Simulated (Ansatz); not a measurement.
**C$_{2}$H$_{3}$SSbSe (SMILES [Se]=[C]1C[S][SbH]1): density, localisation and related maps**

The calculation's input:

```
crystal:
  periodic: [false, false, false]
  atoms:
    - {symbol: Se, position_ang: [-0.690819, 0.104136, 2.488648]}
    - {symbol: C, position_ang: [-0.195100, -0.163209, 0.838474]}
    - {symbol: C, position_ang: [0.334768, 0.849559, -0.125580]}
    - {symbol: S, position_ang: [1.397800, -0.128713, -1.268317]}
    - {symbol: Sb, position_ang: [0.098476, -1.971227, -0.334192]}
    - {symbol: H, position_ang: [-0.503203, 1.268785, -0.695114]}
    - {symbol: H, position_ang: [0.878551, 1.670569, 0.347351]}
    - {symbol: H, position_ang: [-1.320481, -1.629899, -1.251280]}
basis:
  gaussian: {orbitals: def2-TZVPP}
hamiltonian: {xc: pbe0, dispersion: d4}
output: {orbitals: {seedname: orbitals}}
```

Run with:

```sh
ansatz run in.yaml --threads 4 --pin off --events-out ev --progress --plain --max-ram 10444MiB
```

Geometry: PBE0-D4/def2-TZVP; core potentials replace the inner electrons of Sb.

Level of theory: RKS PBE0-D4/def2-TZVPP in Ansatz.

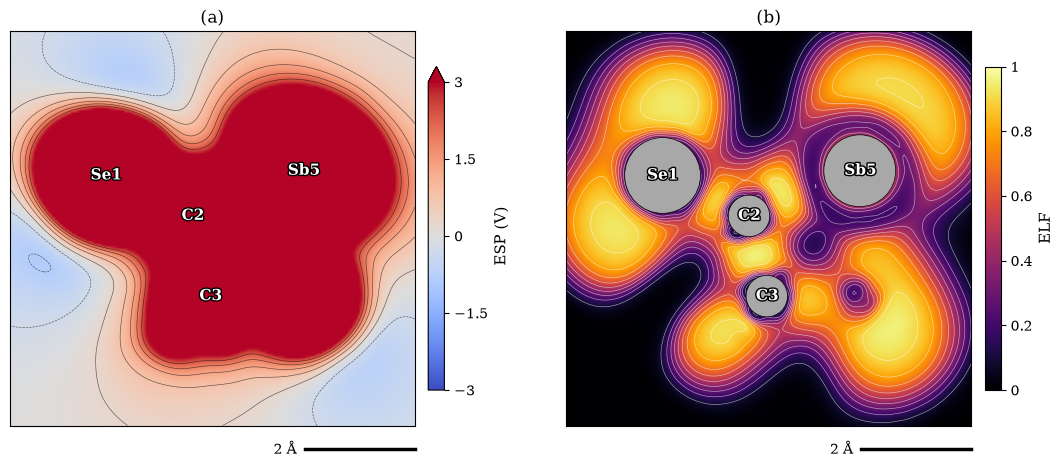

Figure 1. (a) electrostatic potential; (b) ELF on the plane of atoms C3, C2 and Sb5. Grey discs cover the atomic cores in the ELF map.

**What do the fields say about this system?**

The plane passes through Se, C and Sb nuclei.
C–C (1.50 Å): the ELF peaks at about 0.95 between the atoms, as expected for localised, covalent bonding.
C–Se (1.74 Å): the ELF peaks at about 0.90 between the atoms; localised, covalent bonding.
C–Sb (2.17 Å): the ELF peaks at about 0.90 in the valence shell of C, 0.7 Å from its nucleus, and drops to about 0.20 between the two atoms.
The ELF also peaks beside S4 and Se1, away from the bonds: lone-pair regions.
Outside the dense part of the molecule the potential is most negative (−0.8 V) near Se1.

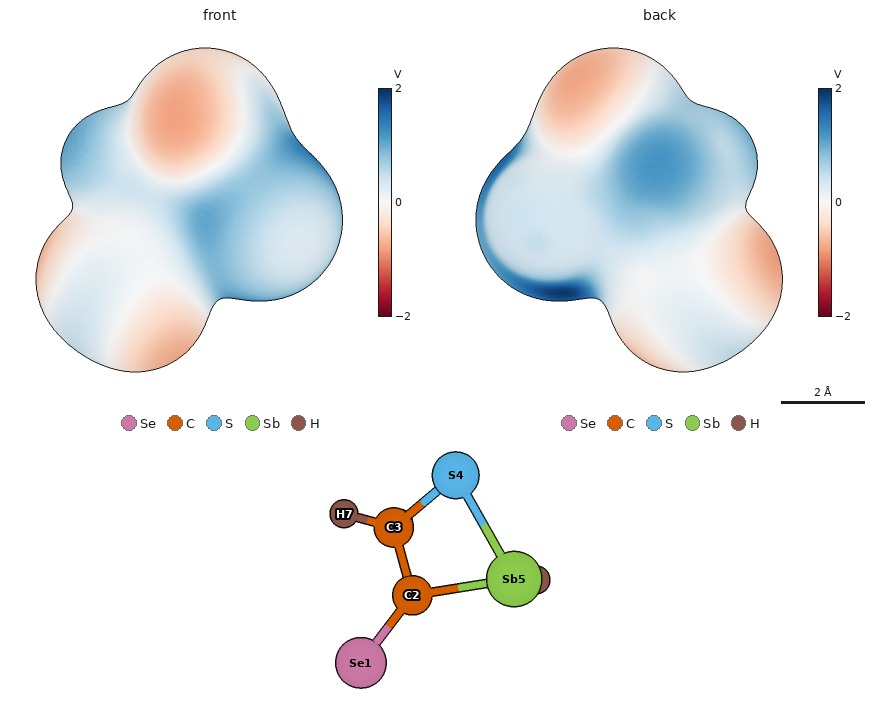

Figure 2. The molecular electrostatic potential painted on the density surface at 0.002 e/bohr³, seen from the front and from behind; the colour scale runs from red (negative) to blue (positive). The bare structure is drawn below in the same view.

**Which sites attract a positive test charge, and which a negative one?**

A positive charge is drawn to the negative regions and a negative charge to the positive ones. The most negative region (about −0.8 V, or −18 kcal/mol for a unit charge) lies over Se1 and S4, the most positive (about +1.8 V, or +42 kcal/mol for a unit charge) over Sb5.

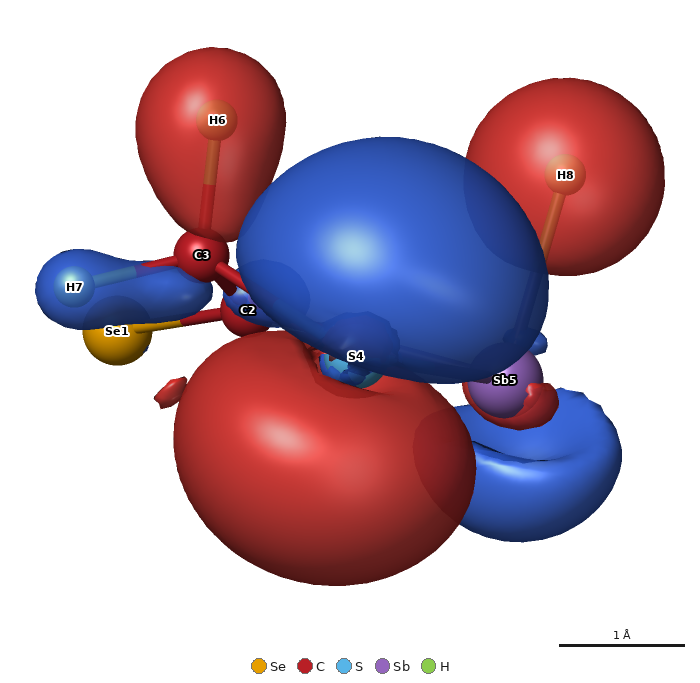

Figure 3. The HOMO−1 at ±0.1 Å⁻³ᐟ² (red and blue are the two phases), seen from one side.

**Describe this orbital and give its energy.**

Its weight (Hirshfeld) is mainly on S4 (about 70 %), Sb5 (about 10 %) and H8 (about 5 %); largely a lone pair of S4. Its energy is −6.91 eV.
